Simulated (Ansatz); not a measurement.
**Fields on a plane of CaB6 (space group Pm-3m)**

```xyz
7
Lattice="4.1368 0.0000 0.0000 0.0000 4.1368 0.0000 0.0000 0.0000 4.1368" Properties=species:S:1:pos:R:3 pbc="T T T"
Ca     0.0000     0.0000     0.0000
B      0.8353     2.0684     2.0684
B      3.3015     2.0684     2.0684
B      2.0684     0.8353     2.0684
B      2.0684     3.3015     2.0684
B      2.0684     2.0684     0.8353
B      2.0684     2.0684     3.3015
```

The slice is a {210} plane (indices of the conventional cell) through the point (0.500, 0.500, 0.798) (fractional), spanned by u = [100] and v = [021] in vectors of this cell: u (4.14 Å) and v (9.25 Å, at 90° to u). It covers one period; positions are fractions (u, v).

Atoms on it: Ca at (0.50, 0.24), 0.2 Å off the plane; B at (0.00, 0.66), 0.2 Å off the plane; B at (0.00, 0.00). Other atoms lie within 1 Å of the plane.

These are r2SCAN (plane waves to 500 eV, PAW, scalar-relativistic; Ansatz, a first-principles code) values and carry that method's errors. k mesh 8×8×8. Near the nuclei the fields are pseudised (PAW); where an atom keeps semicore shells as valence, they peak there. CaB6 was relaxed with its symmetry unable to fall.

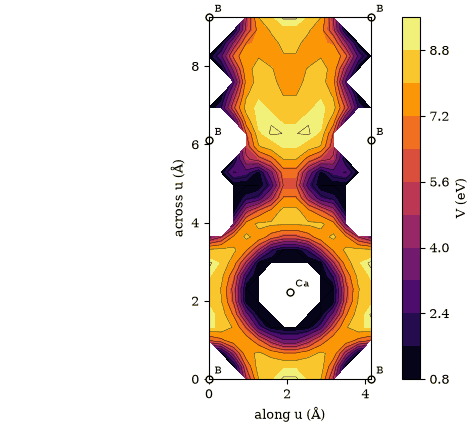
Figure: Electrostatic potential energy of an electron, from the cell's mean, in eV, one period of the plane, atoms marked. Points within 0.7 Å of a nucleus are left white, as the pseudised field means little there. Values under 1 eV are set to 1. The zero, the cell's mean, hangs on the PAW cores.

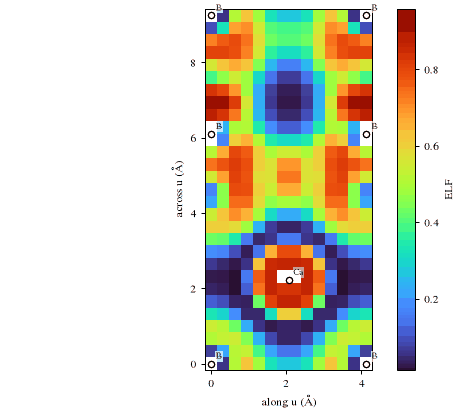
Figure: Electron localisation function (ELF), one period of the plane, atoms marked. Points within 0.3 Å of a nucleus are left white, as the pseudised field means little there.
